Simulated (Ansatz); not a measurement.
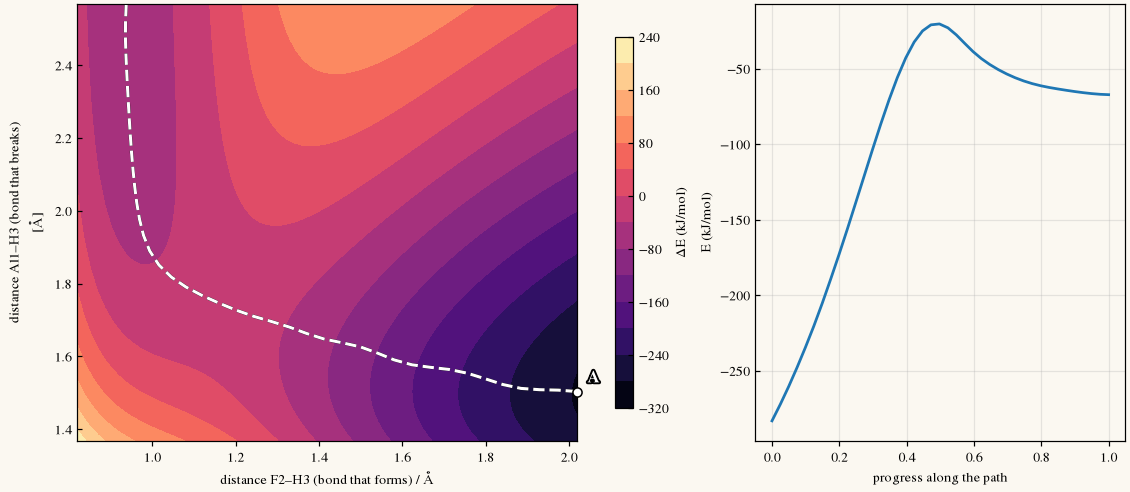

The reacting system AlFH2 (fragments AlFH₂ where the first distance is long, AlH + FH where the second is long). The first coordinate is: distance F2–H3 (bond that forms); the second: distance Al1–H3 (bond that breaks). Relaxed at each point: all other coordinates. Grid: 12 × 12 points. Points are written as (first, second). All energies are given in kJ/mol relative to a guessed transition structure relaxed with its forming and breaking bonds held. The reference is spin-restricted, so regions where a bond is pulled apart into radicals lie too high. All numbers below come from RKS CAM-B3LYP-D4/def2-TZVP (Ansatz).

In the figure: filled contours, a line along the lowest path, the energy along the path at the right, the start A. Between grid points the surface is interpolated.

### Describe the path and its barrier.

The easiest path runs from the side where the first distance is long, (2.019 Å, 1.510 Å), to the side where the second distance is long, about (0.94 Å, 2.57 Å). Its highest point, at about (1.16 Å, 1.75 Å), lies about 260 kJ/mol above the start and 47 kJ/mol above the end on the interpolated surface. An end on the edge of the scan is no minimum, so the barrier from there is a lower bound.
